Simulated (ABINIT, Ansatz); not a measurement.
# Sr2MgMoO6 (Fm-3m): G0W0 on several meshes in ABINIT

How does the mesh move the gap of Sr2MgMoO6 (Fm-3m)?

Method: LDA and many-body steps on it, plane waves, in ABINIT 10.8.3.

**1. Set-up**

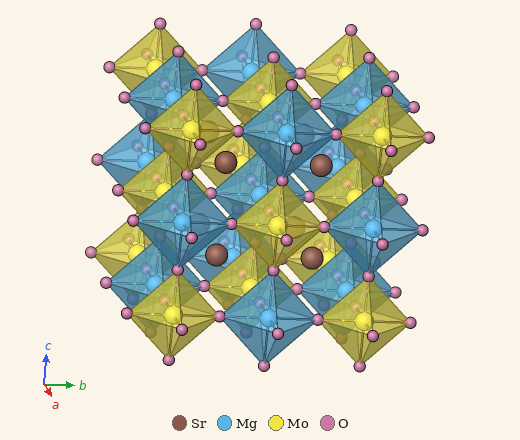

The starting structure, seen slightly off an axis (strontium brown, magnesium blue, molybdenum yellow, oxygen pink). This picture shows the conventional cell, with its axes. Some periodic images of atoms are drawn too.

Structure file:

```cif
data_structure
_symmetry_space_group_name_H-M 'P 1'
_symmetry_Int_Tables_number 1
_cell_length_a 5.6590
_cell_length_b 5.6590
_cell_length_c 5.6590
_cell_angle_alpha 60.000
_cell_angle_beta 60.000
_cell_angle_gamma 60.000
_cell_volume 128.14
loop_
_atom_site_label
_atom_site_type_symbol
_atom_site_fract_x
_atom_site_fract_y
_atom_site_fract_z
_atom_site_occupancy
Sr1 Sr 0.25000 0.25000 0.25000 1
Sr2 Sr 0.75000 0.75000 0.75000 1
Mg3 Mg 0.50000 0.50000 0.50000 1
Mo4 Mo 0.00000 0.00000 0.00000 1
O5 O 0.75726 0.24274 0.24274 1
O6 O 0.24274 0.75726 0.75726 1
O7 O 0.24274 0.75726 0.24274 1
O8 O 0.75726 0.24274 0.75726 1
O9 O 0.24274 0.24274 0.75726 1
O10 O 0.75726 0.75726 0.24274 1
```

The cell and positions are those that the Materials Project relaxed with its own functionals (PBE, PBE+U or r2SCAN), kept fixed.

**2. Empty states on the mesh, 2×2×2 mesh, 272 bands**

This step: ABINIT 10.8.3; DFT, LDA, plane waves, norm-conserving pseudopotentials.

The sums over transitions need many empty states on a uniform mesh; this step solves for them.

The input, run.abi:

```
acell 3*1.0 Angstrom
rprim 
  0.000000000000 4.001502000000 4.001502000000
  4.001502000000 0.000000000000 4.001502000000
  4.001502000000 4.001502000000 -0.000000000000
ntypat 4
znucl 38 12 42 8
natom 10
typat 1 1 2 3 4 4 4 4 4 4
xred 
  0.250000000000 0.250000000000 0.250000000000
  0.750000000000 0.750000000000 0.750000000000
  0.500000000000 0.500000000000 0.500000000000
  -0.000000000000 0.000000000000 0.000000000000
  0.757256000000 0.242744000000 0.242744000000
  0.242744000000 0.757256000000 0.757256000000
  0.242744000000 0.757256000000 0.242744000000
  0.757256000000 0.242744000000 0.757256000000
  0.242744000000 0.242744000000 0.757256000000
  0.757256000000 0.757256000000 0.242744000000
pp_dirpath "pseudos"
pseudos "Sr.upf, Mg.upf, Mo.upf, O.upf"
ecut 38
ngkpt 2 2 2
nshiftk 1
shiftk 0 0 0
kptopt 1
chksymbreak 0
iscf -2
irdden 1
istwfk *1
nband 272
nbdbuf 24
tolwfr 1e-09
nstep 60
prtvol 0
indata_prefix "in"
outdata_prefix "out"
tmpdata_prefix "tmp"
```

Run with:

```
OMP_NUM_THREADS=1 mpirun -n 4 abinit run.abi > log
```

Numbers of over 12 decimals in the logs are rounded to 6 here.

What it wrote:

```text
.Version 10.8.3 of ABINIT. v10.8.2 released Aug 2026.

 Symmetries : space group Fm -3 m (#225); Bravais cF (face-center cubic)
[... echo of the input left out ...]
== DATASET  1 ==================================================================
-   mpi_nproc: 4, omp_nthreads: 1 (-1 if OMP is not activated)
-    --> not optimal distribution: autoparal keyword recommended in input file <--

--- !DatasetInfo
iteration_state: {dtset: 1, }
dimensions: {natom: 10, nkpt: 3, mband: 272, nsppol: 1, nspinor: 1, nspden: 1, mpw: 9721, }
cutoff_energies: {ecut:  38.0, pawecutdg:  -1.0, }
[...]
2.93936    2.93937    2.96373    2.96373    2.96397    2.96614    2.96620    2.96634
   2.98113    2.98122    2.98190    2.99213    2.99242    2.99475    2.99717    3.01068
 prteigrs : prtvol=0 or 1, do not print more k-points.

== END DATASET(S) ==============================================================
================================================================================

 -outvars: echo values of variables after computation  --------
            nband         272
             nkpt           3
          spgroup         225
 [... the other variables as echoed above ...]

 Calculation completed.
```

Elapsed: 4.8 min, on 4 MPI ranks of Arm Neoverse N1, shared host; peak memory 0.44 GiB; 19 min of CPU time.

This step gave:

* gap: 1.888 eV
* k of the valence top: 0, 0, 0
* k of the conduction bottom: 0.5, 0.5, 0
* least direct gap: 1.966 eV
* k points computed: 3
* lowest point of the top converged band, above the valence top: 71.5363 eV

On this mesh the gap is 1.888 eV.

The density comes from a self-consistent run that is not shown.

**3. Screening, 2×2×2 mesh, 124 bands, screening to 114.3 eV**

The RPA dielectric matrix is built and inverted for each q.

This step: RPA screening on LDA, plane waves, norm-conserving pseudopotentials.

Edit run.abi of step 2 so:

```diff
@@ -28,10 +28,11 @@
 chksymbreak 0
-iscf -2
-irdden 1
 istwfk *1
-nband 272
-nbdbuf 24
-tolwfr 1e-09
-nstep 60
-prtvol 0
+occopt 1
+irdwfk 1
+optdriver 3
+nband 124
+ecuteps 4.2
+inclvkb 2
+awtr 1
+symchi 1
 indata_prefix "in"
```

What it wrote:

```text
.Version 10.8.3 of ABINIT. v10.8.2 released Aug 2026.

 Symmetries : space group Fm -3 m (#225); Bravais cF (face-center cubic)
[... echo of the input left out ...]
== DATASET  1 ==================================================================
-   mpi_nproc: 4, omp_nthreads: 1 (-1 if OMP is not activated)

--- !DatasetInfo
iteration_state: {dtset: 1, }
dimensions: {natom: 10, nkpt: 3, mband: 124, nsppol: 1, nspinor: 1, nspden: 1, mpw: 9721, }
cutoff_energies: {ecut:  38.0, pawecutdg:  -1.0, }
electrons: {nelect:   8.00000000E+01, charge:   0.00000000E+00, occopt:   1.00000000E+00, tsmear:   1.00000000E-02, }

 SCREENING: Calculation of the susceptibility and dielectric matrices

 Based on a program developped by R.W. Godby, V. Olevano, G. Onida, and L. Reining.
 Incorporated in ABINIT by V. Olevano, G.-M. Rignanese, and M. Torrent.
.Using double precision arithmetic ; gwpc =  8

[... cell and pseudopotentials left out ...]
--------------------------------------------------------------------------------

 ==== K-mesh for the wavefunctions ====
 Number of points in the irreducible wedge :     3
[... list of points left out ...]
 Together with 48 symmetry operations and time-reversal symmetry
 yields     8 points in the full Brillouin Zone.

 ==== Q-mesh for the screening function ====
 Number of points in the irreducible wedge :     3
[... list of points left out ...]
 Together with 48 symmetry operations and time-reversal symmetry
 yields     8 points in the full Brillouin Zone.

 setmesh: FFT mesh size selected  =    40x   40x   40
          total number of points  =        64000

 vcoul_init : cutoff-mode = AUXILIARY_FUNCTION
 q-points for optical limit:   1
     1)      0.000010    0.000020    0.000030

- screening: taking advantage of time-reversal symmetry
- Maximum band index for partially occupied states nbvw = 40
- Remaining bands to be divided among processors   nbcw = 84
- Number of bands treated by each node ~21

 Number of electrons calculated from density =   80.0000; Expected =   80.0000
 average of density, n =  0.092511
 r_s =    1.3716
 omega_plasma =   29.3395 [eV]

 calculating chi0 at frequencies [eV] :
  1    0.000000E+00    0.000000E+00
  2    0.000000E+00    2.933950E+01

--------------------------------------------------------------------------------
  q-point number  1        q = ( 0.000000, 0.000000, 0.000000) [r.l.u.]
--------------------------------------------------------------------------------
[... chi0 elements left out ...]
 For q-point:  0.000010 0.000020 0.000030
  dielectric constant =   6.0336
  dielectric constant without local fields =   7.7269

  Average fulfillment of the sum rule on Im[epsilon] for q-point    1 :     44.15  [%]
[... wings left out ...]
  q-point number  2        q = ( 0.500000, 0.000000, 0.000000) [r.l.u.]
--------------------------------------------------------------------------------
[... chi0 elements left out ...]
  Average fulfillment of the sum rule on Im[epsilon] for q-point    2 :     51.11  [%]

 [... 1 further q-points ...]
```

The job ended after 77 s (4 MPI ranks; peak memory 1.6 GiB; 5.1 min of CPU time).

Numbers from this step:

```yaml
eps_infinity_with_local_fields_on_this_mesh_along_the_program_s_q_direction: 6.034
the_same_without_local_fields: 7.727
plasma_frequency: 29.34 eV
plane_waves_in_the_screening_matrix: 339
```

Local fields lower ε∞ by 22 %. On a Γ-centred mesh this coarse the value itself is usually too large, while a short band sum pulls it down.

**4. 2×2×2**

The self-energy is evaluated for the states that the input lists, and the levels follow from it, in one-shot runs by the linearised quasiparticle equation.

This step: G0W0 on LDA, plane waves, norm-conserving pseudopotentials.

Edit run.abi of step 3 so:

```diff
@@ -31,8 +31,17 @@
 irdwfk 1
-optdriver 3
+optdriver 4
 nband 124
+gwcalctyp 0
+ecutsigx 38
+symsigma 1
+nkptgw 2
+kptgw 
+  0.0000000000 0.0000000000 0.0000000000
+  0.5000000000 0.5000000000 0.0000000000
+bdgw 
+  38 43
+  38 43
 ecuteps 4.2
-inclvkb 2
-awtr 1
-symchi 1
+irdscr 1
+ppmodel 1
 indata_prefix "in"
```

What it wrote:

```text
.Version 10.8.3 of ABINIT. v10.8.2 released Aug 2026.

 Symmetries : space group Fm -3 m (#225); Bravais cF (face-center cubic)
[... echo of the input left out ...]
== DATASET  1 ==================================================================
-   mpi_nproc: 4, omp_nthreads: 1 (-1 if OMP is not activated)

--- !DatasetInfo
iteration_state: {dtset: 1, }
dimensions: {natom: 10, nkpt: 3, mband: 124, nsppol: 1, nspinor: 1, nspden: 1, mpw: 9721, }
cutoff_energies: {ecut:  38.0, pawecutdg:  -1.0, }
electrons: {nelect:   8.00000000E+01, charge:   0.00000000E+00, occopt:   1.00000000E+00, tsmear:   1.00000000E-02, }

 SIGMA: Calculation of the GW corrections

 Based on a program developped by R.W. Godby, V. Olevano, G. Onida, and L. Reining.
 Incorporated in ABINIT by V. Olevano, G.-M. Rignanese, and M. Torrent.
.Using double precision arithmetic ; gwpc =  8

[... cell and pseudopotentials left out ...]
--------------------------------------------------------------------------------

 ==== K-mesh for the wavefunctions ====
 Number of points in the irreducible wedge :     3
[... list of points left out ...]
 Together with 48 symmetry operations and time-reversal symmetry
 yields     8 points in the full Brillouin Zone.

 ==== Q-mesh for screening function ====
 Number of points in the irreducible wedge :     3
[... list of points left out ...]
 Together with 48 symmetry operations and time-reversal symmetry
 yields     8 points in the full Brillouin Zone.

 vcoul_init : cutoff-mode = AUXILIARY_FUNCTION
 q-points for optical limit:   1
     1)      0.000010    0.000020    0.000030
 setmesh: FFT mesh size selected  =    60x   60x   60
          total number of points  =       216000

 Number of electrons calculated from density =   80.0000; Expected =   80.0000
 average of density, n =  0.092511
 r_s =    1.3716
 omega_plasma =   29.3395 [eV]

 === KS Band Gaps ===
  >>>> For spin  1
   Minimum direct gap =   1.9664 [eV], located at k-point      :   0.5000  0.5000  0.0000
   Fundamental gap    =   1.8877 [eV], Top of valence bands at :   0.0000  0.0000  0.0000
                                       Bottom of conduction at :   0.5000  0.5000  0.0000
 SIGMA fundamental parameters:
 PLASMON POLE MODEL  1
 number of plane-waves for SigmaX                 9721
 number of plane-waves for SigmaC and W            339
 number of plane-waves for wavefunctions          9721
 number of bands                                   124
 number of independent spin polarizations            1
 number of spinorial components                      1
 number of k-points in IBZ                           3
 number of q-points in IBZ                           3
 number of symmetry operations                      48
 number of k-points in BZ                            8
 number of q-points in BZ                            8
 number of frequencies for dSigma/dE                 9
 frequency step for dSigma/dE [eV]                0.25
 number of omega for Sigma on real axis              0
 max omega for Sigma on real axis  [eV]           0.00
 zcut for avoiding poles [eV]                     0.10

 EPSILON^-1 parameters (SCR file):
 dimension of the eps^-1 matrix on file            339
 dimension of the eps^-1 matrix used               339
 number of plane-waves for wavefunctions          9721
 number of bands                                   124
 number of q-points in IBZ                           3
 number of frequencies                               2
 number of real frequencies                          1
 number of imag frequencies                          1

 matrix elements of self-energy operator (all in [eV])

 Perturbative Calculation

--- !SelfEnergy_ee
iteration_state: {dtset: 1, }
kpoint     : [   0.000,    0.000,    0.000, ]
spin       : 1
KS_gap     :    2.061
QP_gap     :    3.812
Delta_QP_KS:    1.752
data: !SigmaeeData |
     Band     E0 <VxcDFT>   SigX SigC(E0)      Z dSigC/dE  Sig(E)    E-E0       E
       38   5.832 -19.807 -24.455   5.008   0.774  -0.292 -19.528   0.279   6.111
       39   5.832 -19.807 -24.455   5.008   0.774  -0.292 -19.528   0.279   6.111
       40   5.832 -19.807 -24.455   5.008   0.774  -0.292 -19.528   0.279   6.111
       41   7.893 -18.025 -12.669  -2.844   0.808  -0.237 -15.994   2.030   9.923
       42   7.893 -18.025 -12.669  -2.844   0.808  -0.237 -15.994   2.030   9.923
       43   7.893 -18.025 -12.669  -2.844   0.808  -0.237 -15.994   2.030   9.923

--- !SelfEnergy_ee
iteration_state: {dtset: 1, }
kpoint     : [   0.500,    0.500,    0.000, ]
spin       : 1
KS_gap     :    1.966
QP_gap     :    3.749
Delta_QP_KS:    1.783
data: !SigmaeeData |
     Band     E0 <VxcDFT>   SigX SigC(E0)      Z dSigC/dE  Sig(E)    E-E0       E
[...]
41   7.720 -17.698 -12.015  -3.160   0.815  -0.227 -15.641   2.057   9.777
       42   8.834 -19.782 -14.394  -2.663   0.774  -0.291 -17.672   2.110  10.944
       43   8.834 -19.782 -14.394  -2.663   0.774  -0.291 -17.672   2.110  10.944

== END DATASET(S) ==============================================================
================================================================================

 -outvars: echo values of variables after computation  --------
           etotal      0.0000000000E+00
            nband         124
             nkpt           3
          spgroup         225
 [... the other variables as echoed above ...]

 Calculation completed.
```

The job ended after 24 s (4 MPI ranks; peak memory 1.4 GiB; 96 s of CPU time).

Numbers from this step:

```yaml
g0w0_gap_on_the_points_computed: 3.666 eV
starting_gap_on_the_mesh: 1.888 eV
k_of_the_valence_top: 0, 0, 0
k_of_the_conduction_bottom: 0.5, 0.5, 0
z_at_the_valence_top: 0.774
z_at_the_conduction_bottom: 0.815
least_direct_g0w0_gap_on_the_computed_points: 3.750 eV
```

The gap on the mesh goes from 1.89 eV to 3.67 eV, a correction of +1.78 eV.

**5. Empty states on the mesh, 4×4×4 mesh, 136 bands**

This step: DFT, LDA, plane waves, norm-conserving pseudopotentials.

Edit run.abi of step 4 so:

```diff
@@ -23,3 +23,3 @@
 ecut 38
-ngkpt 2 2 2
+ngkpt 4 4 4
 nshiftk 1
@@ -28,20 +28,10 @@
 chksymbreak 0
+iscf -2
+irdden 1
 istwfk *1
-occopt 1
-irdwfk 1
-optdriver 4
-nband 124
-gwcalctyp 0
-ecutsigx 38
-symsigma 1
-nkptgw 2
-kptgw 
-  0.0000000000 0.0000000000 0.0000000000
-  0.5000000000 0.5000000000 0.0000000000
-bdgw 
-  38 43
-  38 43
-ecuteps 4.2
-irdscr 1
-ppmodel 1
+nband 136
+nbdbuf 12
+tolwfr 1e-09
+nstep 60
+prtvol 0
 indata_prefix "in"
```

What it wrote:

```text
.Version 10.8.3 of ABINIT. v10.8.2 released Aug 2026.

 Symmetries : space group Fm -3 m (#225); Bravais cF (face-center cubic)
[... echo of the input left out ...]
== DATASET  1 ==================================================================
-   mpi_nproc: 4, omp_nthreads: 1 (-1 if OMP is not activated)

--- !DatasetInfo
iteration_state: {dtset: 1, }
dimensions: {natom: 10, nkpt: 8, mband: 136, nsppol: 1, nspinor: 1, nspden: 1, mpw: 9721, }
cutoff_energies: {ecut:  38.0, pawecutdg:  -1.0, }
[...]
1.53083    1.54245    1.57290    1.57290    1.57290    1.59783    1.65079    1.67349
   1.67349    1.67350    1.70741    1.70747    1.70858    1.73024    1.73063    1.75548
 prteigrs : prtvol=0 or 1, do not print more k-points.

== END DATASET(S) ==============================================================
================================================================================

 -outvars: echo values of variables after computation  --------
            nband         136
             nkpt           8
          spgroup         225
 [... the other variables as echoed above ...]

 Calculation completed.
```

The job ended after 3 min (4 MPI ranks; peak memory 0.55 GiB; 12 min of CPU time).

Numbers from this step:

```yaml
gap: 1.888 eV
k_of_the_valence_top: 0, 0, 0
k_of_the_conduction_bottom: 0.5, 0.5, 0
least_direct_gap: 1.966 eV
k_points_computed: 8
lowest_point_of_the_top_converged_band_above_the_valence_top: 36.21 eV
```

On this mesh the gap is 1.888 eV.

**6. Screening, 4×4×4 mesh, 124 bands, screening to 114.3 eV**

This step: RPA screening on LDA, plane waves, norm-conserving pseudopotentials.

Edit run.abi of step 5 so:

```diff
@@ -28,10 +28,11 @@
 chksymbreak 0
-iscf -2
-irdden 1
 istwfk *1
-nband 136
-nbdbuf 12
-tolwfr 1e-09
-nstep 60
-prtvol 0
+occopt 1
+irdwfk 1
+optdriver 3
+nband 124
+ecuteps 4.2
+inclvkb 2
+awtr 1
+symchi 1
 indata_prefix "in"
```

What it wrote:

```text
.Version 10.8.3 of ABINIT. v10.8.2 released Aug 2026.

 Symmetries : space group Fm -3 m (#225); Bravais cF (face-center cubic)
[... echo of the input left out ...]
== DATASET  1 ==================================================================
-   mpi_nproc: 4, omp_nthreads: 1 (-1 if OMP is not activated)

--- !DatasetInfo
iteration_state: {dtset: 1, }
dimensions: {natom: 10, nkpt: 8, mband: 124, nsppol: 1, nspinor: 1, nspden: 1, mpw: 9721, }
cutoff_energies: {ecut:  38.0, pawecutdg:  -1.0, }
electrons: {nelect:   8.00000000E+01, charge:   0.00000000E+00, occopt:   1.00000000E+00, tsmear:   1.00000000E-02, }

 SCREENING: Calculation of the susceptibility and dielectric matrices

 Based on a program developped by R.W. Godby, V. Olevano, G. Onida, and L. Reining.
 Incorporated in ABINIT by V. Olevano, G.-M. Rignanese, and M. Torrent.
.Using double precision arithmetic ; gwpc =  8

[... cell and pseudopotentials left out ...]
--------------------------------------------------------------------------------

 ==== K-mesh for the wavefunctions ====
 Number of points in the irreducible wedge :     8
[... list of points left out ...]
 Together with 48 symmetry operations and time-reversal symmetry
 yields    64 points in the full Brillouin Zone.

 ==== Q-mesh for the screening function ====
 Number of points in the irreducible wedge :     8
[... list of points left out ...]
 Together with 48 symmetry operations and time-reversal symmetry
 yields    64 points in the full Brillouin Zone.

 setmesh: FFT mesh size selected  =    40x   40x   40
          total number of points  =        64000

 vcoul_init : cutoff-mode = AUXILIARY_FUNCTION
 q-points for optical limit:   1
     1)      0.000010    0.000020    0.000030

- screening: taking advantage of time-reversal symmetry
- Maximum band index for partially occupied states nbvw = 40
- Remaining bands to be divided among processors   nbcw = 84
- Number of bands treated by each node ~21

 Number of electrons calculated from density =   80.0000; Expected =   80.0000
 average of density, n =  0.092511
 r_s =    1.3716
 omega_plasma =   29.3395 [eV]

 calculating chi0 at frequencies [eV] :
  1    0.000000E+00    0.000000E+00
  2    0.000000E+00    2.933950E+01

--------------------------------------------------------------------------------
  q-point number  1        q = ( 0.000000, 0.000000, 0.000000) [r.l.u.]
--------------------------------------------------------------------------------
[... chi0 elements left out ...]
 For q-point:  0.000010 0.000020 0.000030
  dielectric constant =   4.8701
  dielectric constant without local fields =   6.2732

  Average fulfillment of the sum rule on Im[epsilon] for q-point    1 :     44.07  [%]
[... wings left out ...]
  q-point number  2        q = ( 0.250000, 0.000000, 0.000000) [r.l.u.]
--------------------------------------------------------------------------------
[... chi0 elements left out ...]
  Average fulfillment of the sum rule on Im[epsilon] for q-point    2 :     56.63  [%]

 [... 6 further q-points ...]
```

It took 9.3 min on 4 MPI ranks; peak memory 3.1 GiB.

Numbers from this step:

```
ε∞ with local fields, on this mesh, along the program's q direction : 4.870
the same without local fields                                       : 6.273
plasma frequency                                                    : 29.34 eV
plane waves in the screening matrix                                 : 339
```

[end of part 1 of 2]

[Paths, hosts, dates, memory and timing lines, banners, echoed tables and standing remarks are left out of the program output.]

[Logs are printed without paths, hosts, clocks, repeated set-up lines and the standing remarks that a program may print on its own settings, such as how far it seeks lower states.]

[Runs of the session that timed out or met a known fault of the program may be left out.]

[Hosts, paths, dates, database ids (printed as entryN), source tags and the programs' standing remarks are cut or masked in the printed files.]

[G0W0 gaps are taken among the corrected bands and points alone; a level outside them can change the order at an edge.]

[Where Ansatz stands beside ABINIT at settings called matched, ABINIT's density can come from a denser mesh and the files from another edition; pairs whose starting gaps differed by over 0.03 eV were left out, so agreement reads better than it is.]
